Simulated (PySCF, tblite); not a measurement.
# C16H15B: electronic excitations, NMR shifts

What do calculations give for the electronic excitations, NMR shifts of C16H15B (`CB(C)c1ccc2c(ccc3ccccc32)c1`)?

Programs: tblite 0.8.0 and PySCF 2.14.0, with routines of our own; each step states its level. All values are computed. Atoms count from 0.

## 1. The starting structure

32 atoms, charge 0, multiplicity 1; geometry from: force field, distance geometry or constructed start.

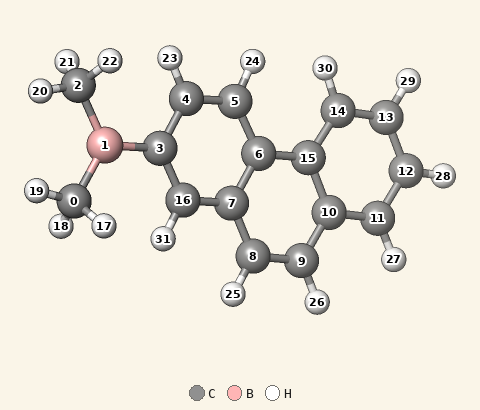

The starting geometry (carbon grey, boron pink, hydrogen white).

## 2. Optimising the geometry with GFN2-xTB

Job settings and geometry (Å):

```
{"job": {"kind": "relax", "xc": "GFN2-xTB", "basis": "xTB"}, "charge": 0, "multiplicity": 1}
C      4.370900    -0.341600    -1.217800
B      3.597700    -0.135300     0.165200
C      4.465600    -0.046900     1.517100
C      2.015000    -0.027400     0.209900
C      1.346800     0.144100     1.438400
C     -0.047800     0.239000     1.480100
C     -0.822400     0.161100     0.301300
C     -0.136900    -0.017700    -0.928500
C     -0.856400    -0.108600    -2.128300
C     -2.248200    -0.018900    -2.127900
C     -2.950000     0.157400    -0.935300
C     -4.351800     0.242500    -0.965800
C     -5.075700     0.421200     0.216400
C     -4.404900     0.511800     1.428000
C     -3.015900     0.434400     1.484700
C     -2.251300     0.251000     0.310800
C      1.261100    -0.111600    -0.962000
H      4.143400     0.510300    -1.890800
H      4.029000    -1.282500    -1.689100
H      5.465700    -0.391600    -1.056300
H      5.542100    -0.133900     1.300900
H      4.163100    -0.861900     2.203500
H      4.282200     0.939100     2.012100
H      1.892600     0.208500     2.363900
H     -0.479300     0.377500     2.459500
H     -0.350800    -0.244400    -3.069700
H     -2.771700    -0.086300    -3.074700
H     -4.887000     0.175900    -1.903400
H     -6.151700     0.486200     0.176500
H     -4.973500     0.649500     2.345800
H     -2.564300     0.509100     2.460600
H      1.755300    -0.249000    -1.916000
```

The run is started by

```bash
$ OMP_NUM_THREADS=1 python large_run.py task.json out
```

This one command runs all jobs of the session in turn.

Log:

```text
step      E/eV     max force
  0   -1173.38625    2.465
  1   -1173.53669    1.481
  2   -1173.58990    0.348
  3   -1173.61579    0.261
  4   -1173.62240    0.212
  5   -1173.62492    0.099
  6   -1173.62740    0.103
  7   -1173.62902    0.111
  8   -1173.63001    0.061
  9   -1173.63071    0.060
 10   -1173.63128    0.050
 11   -1173.63168    0.047
 12   -1173.63199    0.038
 13   -1173.63231    0.044
 14   -1173.63269    0.051
 15   -1173.63311    0.058
 16   -1173.63355    0.046
 17   -1173.63402    0.048
 18   -1173.63442    0.042
 19   -1173.63468    0.028
 20   -1173.63483    0.023
 21   -1173.63495    0.023
 22   -1173.63506    0.020
 23   -1173.63514    0.017
```

Wall time 0.41 s (1 thread of Arm Neoverse V1, shared host); peak memory 0.18 GiB.

Relaxation path:

```tsv
step	energy from step 0 (eV)	largest force (eV/Å)
0	0.0000	2.4654
1	-0.1504	1.4801
2	-0.2036	0.3478
3	-0.2295	0.2608
4	-0.2361	0.2122
5	-0.2387	0.0983
6	-0.2412	0.1023
7	-0.2428	0.1108
8	-0.2438	0.0611
9	-0.2445	0.0599
10	-0.2450	0.0497
11	-0.2454	0.0477
12	-0.2457	0.0382
13	-0.2461	0.0442
14	-0.2464	0.0511
15	-0.2469	0.0577
16	-0.2473	0.0465
17	-0.2478	0.0481
18	-0.2482	0.0420
19	-0.2484	0.0285
20	-0.2486	0.0232
21	-0.2487	0.0232
22	-0.2488	0.0207
23	-0.2489	0.0169
```

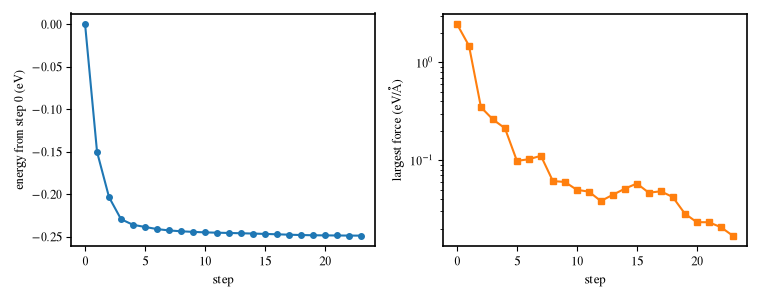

Energy and force, step by step.

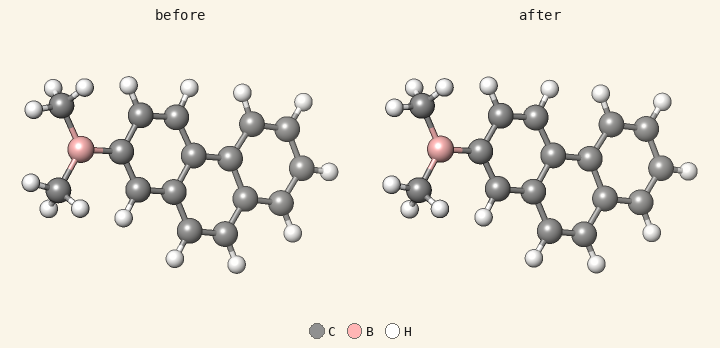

The geometry before (left) and after (right).

Close pairs (by a distance rule), those that changed most:

```tsv
bond	before (Å)	after (Å)	change (Å)
C8–C9	1.395	1.351	-0.044
C9–C10	1.395	1.425	+0.030
B1–C2	1.609	1.580	-0.029
C2–H22	1.118	1.090	-0.029
C4–C5	1.398	1.371	-0.028
C11–C12	1.398	1.371	-0.027
C7–C8	1.402	1.426	+0.024
B1–C3	1.587	1.565	-0.022
```

The end geometry stands in the next job.

## 3. Electronic excitations: TDA PBE0/def2-SVP

Job settings and geometry (Å):

```
{"job": {"kind": "uv", "basis": "def2-SVP", "grid": 1, "kgrid": 0, "vcut": 1.5, "nstates": 6, "ntriplets": 2, "tda": true, "delta": [], "pop": true, "xc": "PBE0"}, "charge": 0, "multiplicity": 1}
C      4.340666    -0.337644    -1.210200
B      3.600617    -0.137505     0.171710
C      4.433713    -0.042520     1.510471
C      2.040237    -0.032344     0.215693
C      1.333542     0.145956     1.424539
C     -0.033234     0.237617     1.469637
C     -0.813784     0.159351     0.304304
C     -0.130344    -0.018927    -0.921474
C     -0.869427    -0.106085    -2.137313
C     -2.217811    -0.021024    -2.139920
C     -2.945297     0.159353    -0.928074
C     -4.346292     0.246870    -0.945393
C     -5.056501     0.420067     0.214392
C     -4.379014     0.511514     1.430880
C     -3.009288     0.428702     1.472209
C     -2.252143     0.251077     0.302909
C      1.267603    -0.109301    -0.933011
H      4.117315     0.477241    -1.898285
H      4.008539    -1.249309    -1.706117
H      5.422535    -0.395555    -1.117607
H      5.507734    -0.126241     1.362116
H      4.140766    -0.823736     2.211634
H      4.248477     0.902683     2.020512
H      1.886789     0.213003     2.349565
H     -0.510755     0.372716     2.428333
H     -0.320410    -0.242656    -3.059070
H     -2.776583    -0.088382    -3.063406
H     -4.858075     0.174392    -1.895020
H     -6.134345     0.485616     0.191951
H     -4.937930     0.648282     2.345296
H     -2.515419     0.502979     2.428356
H      1.748988    -0.244911    -1.890606
```

Method: TDA PBE0/def2-SVP, vertical, gas phase, core orbitals frozen in the response, virtual orbitals cut by energy.

Log:

```text
start: PBE on a coarse grid of 26358 points
cycle   1  E = -641.9862490816  dE =  2.267e+00  |g| = 8.065e-01  |ddm| = 7.943e+00
cycle   2  E = -641.8330362921  dE =  1.532e-01  |g| = 1.092e+00  |ddm| = 2.663e+00
cycle   3  E = -642.1706509095  dE = -3.376e-01  |g| = 1.898e-01  |ddm| = 1.706e+00
cycle   4  E = -642.1785662382  dE = -7.915e-03  |g| = 1.030e-01  |ddm| = 3.740e-01
cycle   5  E = -642.1816145633  dE = -3.048e-03  |g| = 2.644e-02  |ddm| = 1.752e-01
cycle   6  E = -642.1817758672  dE = -1.613e-04  |g| = 1.102e-02  |ddm| = 4.165e-02
cycle   7  E = -642.1818049154  dE = -2.905e-05  |g| = 4.505e-03  |ddm| = 1.745e-02
final grid: 114499 points
cycle   8  E = -642.4032539868  dE = -7.559e-03  |g| = 3.826e-02  |ddm| = 1.465e+00
cycle   9  E = -642.4033323964  dE = -7.841e-05  |g| = 3.577e-02  |ddm| = 1.099e-01
cycle  10  E = -642.4036857914  dE = -3.534e-04  |g| = 7.883e-03  |ddm| = 5.806e-02
cycle  11  E = -642.4037014691  dE = -1.568e-05  |g| = 3.062e-03  |ddm| = 1.404e-02
cycle  12  E = -642.4037039738  dE = -2.505e-06  |g| = 7.857e-04  |ddm| = 5.063e-03
cycle  13  E = -642.4037050277  dE = -1.054e-06  |g| = 3.062e-04  |ddm| = 1.506e-03
cycle  14  E = -642.4037057291  dE = -7.014e-07  |g| = 7.367e-05  |ddm| = 4.650e-04
converged SCF energy = -642.4037057291

Static polarisability (au): isotropic 195.763, principal 83.807 187.046 316.436

Singlet excitations
state   eV       nm        f      main configurations
  1   3.8144    325.0   0.02097   H->L 0.81, H-1->L+1 0.17
  2   4.3414    285.6   0.05313   H-1->L 0.59, H->L+1 0.38
  3   4.9185    252.1   0.17786   H-1->L+1 0.52, H->L 0.10, H->L+2 0.09
  4   4.9773    249.1   0.78260   H->L+1 0.29, H-1->L 0.24, H-2->L 0.22
  5   5.1375    241.3   0.50103   H-2->L 0.40, H-1->L+3 0.15, H->L+1 0.14
  6   5.3965    229.7   0.20834   H->L+2 0.46, H-2->L+1 0.23, H->L+3 0.14

Triplet excitations (Tamm-Dancoff, eV): 3.0319 3.2610
```

Wall time 37 s (1 thread of Arm Neoverse V1, shared host); peak memory 0.58 GiB.

Frontier orbitals and where they lie:

```tsv
orbital	eV	atoms
HOMO−4	-8.47	C0 26 %, B1 24 %, C2 22 %
HOMO−3	-8.31	C15 16 %, C6 15 %, C3 14 %
HOMO−2	-7.68	C10 14 %, C7 14 %, C13 14 %
HOMO−1	-6.66	C3 16 %, C12 15 %, C14 10 %
HOMO	-6.28	C9 16 %, C8 15 %, C4 11 %
LUMO	-1.67	B1 26 %, C16 12 %, C6 11 %
LUMO+1	-1.15	C8 17 %, C9 16 %, C13 11 %
LUMO+2	-0.17	B1 17 %, C14 14 %, C11 14 %
LUMO+3	0.20	C7 16 %, C13 12 %, C10 12 %
```

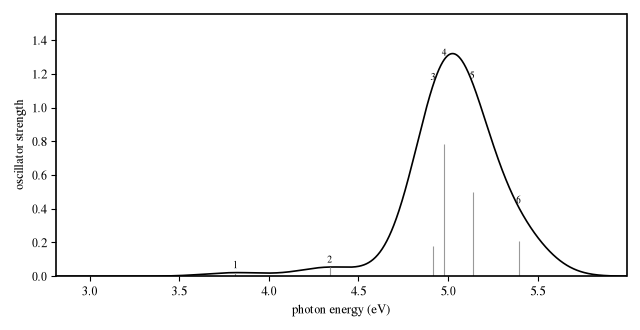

Absorption spectrum from the 6 singlet states computed; above the last one it falls off for lack of states. Lines are broadened to a width of 0.40 eV (Gaussian).

Ground-state properties from the same run:

```tsv
property	computed
dipole moment (D)	0.75
polarisability (Å³)	29.01
HOMO–LUMO gap (eV)	4.62
−ε(HOMO) (eV)	6.28
```

## 4. NMR shifts: GIAO KT3/pcSseg-1

Settings changed since step 3:

```diff
@@ -1,2 +1,2 @@
-{"job": {"kind": "uv", "basis": "def2-SVP", "grid": 1, "kgrid": 0, "vcut": 1.5, "nstates": 6, "ntriplets": 2, "tda": true, "delta": [], "pop": true, "xc": "PBE0"}, "charge": 0, "multiplicity": 1}
+{"job": {"kind": "nmr", "xc": "KT3", "basis": "pcSseg-1", "pop": false}, "charge": 0, "multiplicity": 1}
 C      4.340666    -0.337644    -1.210200
```

Method: GIAO KT3/pcSseg-1 NMR shielding, non-relativistic, gas phase.

Log:

```text
start: PBE on a coarse grid of 26358 points
cycle   1  E = -642.3533651682  dE =  2.413e+00  |g| = 8.659e-01  |ddm| = 6.364e+00
cycle   2  E = -642.1714734036  dE =  1.819e-01  |g| = 1.178e+00  |ddm| = 2.672e+00
cycle   3  E = -642.5544099911  dE = -3.829e-01  |g| = 1.955e-01  |ddm| = 1.733e+00
cycle   4  E = -642.5626972696  dE = -8.287e-03  |g| = 1.037e-01  |ddm| = 3.350e-01
cycle   5  E = -642.5657214050  dE = -3.024e-03  |g| = 2.624e-02  |ddm| = 1.594e-01
cycle   6  E = -642.5658715148  dE = -1.501e-04  |g| = 1.155e-02  |ddm| = 3.638e-02
cycle   7  E = -642.5659022843  dE = -3.077e-05  |g| = 4.697e-03  |ddm| = 1.572e-02
final grid: 243592 points
cycle   8  E = -654.3141129281  dE = -3.994e-02  |g| = 2.747e-02  |ddm| = 1.391e+00
cycle   9  E = -654.3139180265  dE =  1.949e-04  |g| = 3.731e-02  |ddm| = 9.228e-02
cycle  10  E = -654.3142475218  dE = -3.295e-04  |g| = 1.844e-02  |ddm| = 6.518e-02
cycle  11  E = -654.3143433656  dE = -9.584e-05  |g| = 5.821e-03  |ddm| = 2.868e-02
cycle  12  E = -654.3143513482  dE = -7.983e-06  |g| = 1.642e-03  |ddm| = 7.870e-03
cycle  13  E = -654.3143524022  dE = -1.054e-06  |g| = 4.946e-04  |ddm| = 2.319e-03
cycle  14  E = -654.3143530712  dE = -6.690e-07  |g| = 2.425e-04  |ddm| = 9.754e-04
cycle  15  E = -654.3143513216  dE =  1.750e-06  |g| = 6.758e-05  |ddm| = 3.961e-04
converged SCF energy = -654.3143513216

GIAO shielding tensors (ppm)
atom      isotropic    diamagn.    paramagn.     s11        s22        s33       span
  0 C      173.550     252.134     -78.584    161.520    174.217    184.913     23.392
  1 B       29.694     192.883    -163.189    -32.880      8.735    113.226    146.106
  2 C      172.802     251.741     -78.939    159.936    174.340    184.130     24.195
  3 C       53.958     257.082    -203.124    -23.217     -5.265    190.357    213.574
  4 C       58.346     256.962    -198.617    -39.180     45.657    168.560    207.740
  5 C       69.992     255.394    -185.402    -24.536     60.833    173.679    198.215
  6 C       59.611     252.002    -192.391    -12.959     10.923    180.871    193.830
  7 C       61.675     255.736    -194.061     -9.542      8.138    186.429    195.972
  8 C       61.517     250.000    -188.482    -28.302     60.624    152.230    180.533
  9 C       63.156     251.676    -188.521    -25.864     62.879    152.453    178.316
 10 C       59.558     253.587    -194.028    -11.373      3.512    186.535    197.907
 11 C       62.108     240.683    -178.576    -28.137     57.226    157.234    185.372
 12 C       63.499     252.559    -189.060    -35.243     53.523    172.216    207.460
 13 C       64.506     248.961    -184.454    -33.771     55.786    171.504    205.275
 14 C       68.142     248.138    -179.996    -27.393     55.714    176.105    203.498
 15 C       62.851     245.600    -182.749     -9.577     16.562    181.568    191.146
 16 C       53.468     254.347    -200.879    -34.126     41.761    152.770    186.896
 17 H       30.184      31.820      -1.637     25.313     30.526     34.713      9.401
 18 H       30.189      32.018      -1.829     25.323     30.523     34.719      9.396
 19 H       30.502      27.566       2.935     26.085     29.898     35.522      9.437
 20 H       30.477      27.292       3.186     26.137     29.911     35.384      9.248
 21 H       30.208      31.277      -1.069     25.463     30.317     34.844      9.381
 22 H       30.207      31.082      -0.875     25.461     30.325     34.835      9.374
 23 H       23.502      37.175     -13.673     17.684     23.067     29.755     12.071
 24 H       23.032      38.052     -15.021     15.688     24.053     29.354     13.666
 25 H       23.980      34.911     -10.931     18.714     24.793     28.432      9.718
 26 H       24.057      33.999      -9.941     18.886     25.130     28.156      9.270
 27 H       23.922      31.110      -7.188     18.951     24.663     28.153      9.202
 28 H       24.075      26.580      -2.505     19.863     25.477     26.886      7.024
 29 H       24.026      28.998      -4.972     19.429     25.366     27.284      7.855
 30 H       22.956      37.039     -14.083     15.824     23.873     29.172     13.348
 31 H       23.328      39.694     -16.366     17.133     22.421     30.431     13.298
```

It took 38 s on 1 thread of Arm Neoverse V1, shared host; peak memory 0.61 GiB.

Shifts follow as δ = σ(reference) − σ, with reference shieldings (ppm) from runs at the same level and on the same kind of geometry: $^{1}$H TMS 31.76, $^{13}$C TMS 184.7, $^{11}$B BF3·OEt2 100.0. The references are single molecules in the gas phase. Atoms listed in one row are averaged.

```tsv
atoms	environment	σ (ppm)	δ (ppm)
C16	aromatic CH	53.5	131.3
C3	substituted aromatic carbon	54.0	130.8
C4	aromatic CH	58.3	126.4
C10	ring-fusion aromatic carbon	59.6	125.2
C6	ring-fusion aromatic carbon	59.6	125.1
C8	aromatic CH	61.5	123.2
C7	ring-fusion aromatic carbon	61.7	123.0
C11	aromatic CH	62.1	122.6
C15	ring-fusion aromatic carbon	62.9	121.9
C9	aromatic CH	63.2	121.6
C12	aromatic CH	63.5	121.2
C13	aromatic CH	64.5	120.2
C14	aromatic CH	68.1	116.6
C5	aromatic CH	70.0	114.7
C0, C2	methyl carbon bonded to B	173.2	11.5
H30	hydrogen on an aromatic CH	22.96	8.80
H24	hydrogen on an aromatic CH	23.03	8.73
H31	hydrogen on an aromatic CH	23.33	8.43
H23	hydrogen on an aromatic CH	23.50	8.26
H27	hydrogen on an aromatic CH	23.92	7.84
H25	hydrogen on an aromatic CH	23.98	7.78
H29	hydrogen on an aromatic CH	24.03	7.73
H26	hydrogen on an aromatic CH	24.06	7.70
H28	hydrogen on an aromatic CH	24.08	7.68
H17, H18, H19, H20, H21, H22	hydrogen on a methyl carbon bonded to B	30.29	1.47
B1	boron bonded to 3 C	29.7	70.3
```

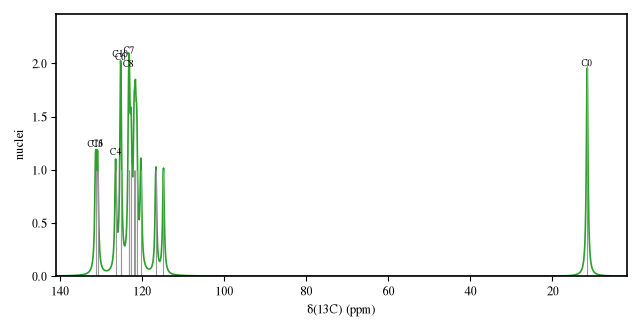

$^{13}$C lines at the computed shifts, without couplings. Lines are broadened to a width of 0.48 ppm (Lorentzian).

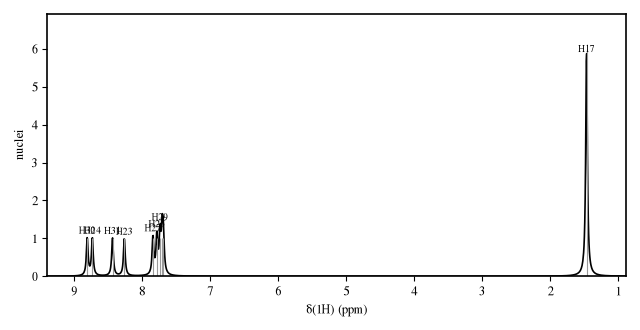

$^{1}$H lines at the computed shifts, without couplings. Lines are broadened to a width of 0.03 ppm (Lorentzian).

Ring of atoms C3, C4, C5, C6, C7, C16: NICS(0) -7.7, NICS(1) -10.9, NICS(1)zz -26.3 ppm (means of both faces).

Ring of atoms C6, C7, C8, C9, C10, C15: NICS(0) -5.6, NICS(1) -8.9, NICS(1)zz -19.7 ppm (means of both faces).

Ring of atoms C10, C11, C12, C13, C14, C15: NICS(0) -8.9, NICS(1) -11.4, NICS(1)zz -28.3 ppm (means of both faces).

## 5. Results

```
                                                                  quantity                                                                                                          value
                                            lowest singlet (PBE0/def2-SVP)                                                                                    3.81 eV (325 nm), f = 0.021
                                  brightest single state of those computed                                                                                    state 4, 4.98 eV, f = 0.783
                                                            lowest triplet                                                                                                        3.03 eV
                                $^{13}$C shifts against TMS (KT3/pcSseg-1)  131.3, 130.8, 126.4, 125.2, 125.1, 123.2, 123.0, 122.6, 121.9, 121.6, 121.2, 120.2, 116.6, 114.7 ppm and more
$^{1}$H shifts against TMS (KT3/pcSseg-1, means over atoms taken as alike)                                                 8.80, 8.73, 8.43, 8.26, 7.84, 7.78, 7.73, 7.70, 7.68, 1.47 ppm
                           $^{11}$B shifts against BF3·OEt2 (KT3/pcSseg-1)                                                                                                       70.3 ppm
```

**Reading.** The first singlet state (HOMO→LUMO 0.81, HOMO−1→LUMO+1 0.17) lies at 3.81 eV and is weak; of the 6 states computed, the strongest absorption comes from state 4 at 4.98 eV. The lowest triplet lies 0.78 eV below the lowest singlet. NICS(1)zz of -26 ppm above the planar ring from C3 marks a diatropic (aromatic) ring current. NICS(1)zz of -20 ppm above the planar ring from C6 marks a diatropic (aromatic) ring current. NICS(1)zz of -28 ppm above the planar ring from C10 marks a diatropic (aromatic) ring current.
